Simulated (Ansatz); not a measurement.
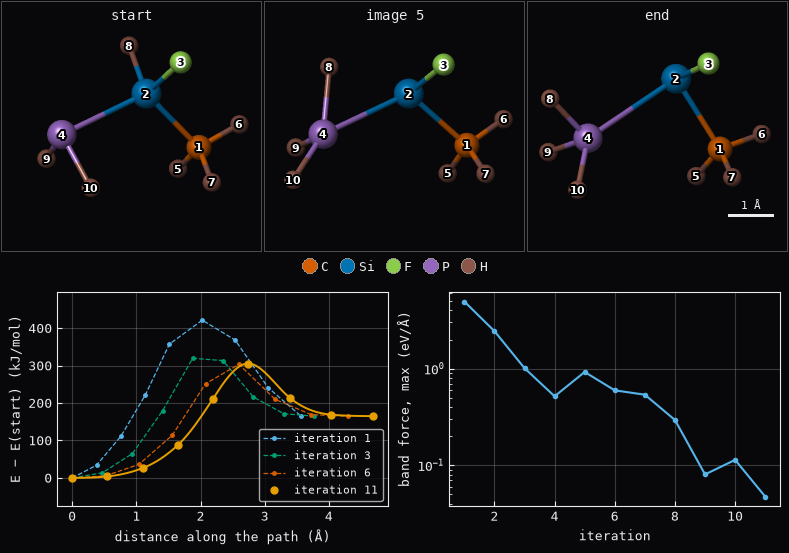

A nudged-elastic-band calculation for CH6FPSi. Images are numbered from 0 (start) to 8 (end). The plot follows the band through its iterations. A ball-and-stick model, seen at a tilt.

The calculation used UKS B3LYP-D4/def2-SVP in Ansatz 0.2.0. Settings: 7 movable images; climbing image; force threshold 0.05 eV/Å; iteration limit 48; spring constant 20.0 eV/Å²; starting path through a guess of the saddle point.

> How did the profile develop, and is the result final?

The run is converged, with reservations. The band converged in 11 iterations. The largest component of the band force went from 4.9 to 0.048 eV/Å. The climbing image converged on the top of the path. Its curvatures weren't checked. The first iteration put the highest image at 421.5 kJ/mol. Forward barrier 305.6 kJ/mol, backward barrier 140.5 kJ/mol, with image 5 at the top; the reaction energy is +165.2 kJ/mol.

Cost: 4.4 min on 2 threads of Intel(R) Xeon(R) Platinum 8259CL CPU @ 2.50GHz (Skylake/Cascade Lake), with other jobs on the host, peak memory 0.31 GiB.
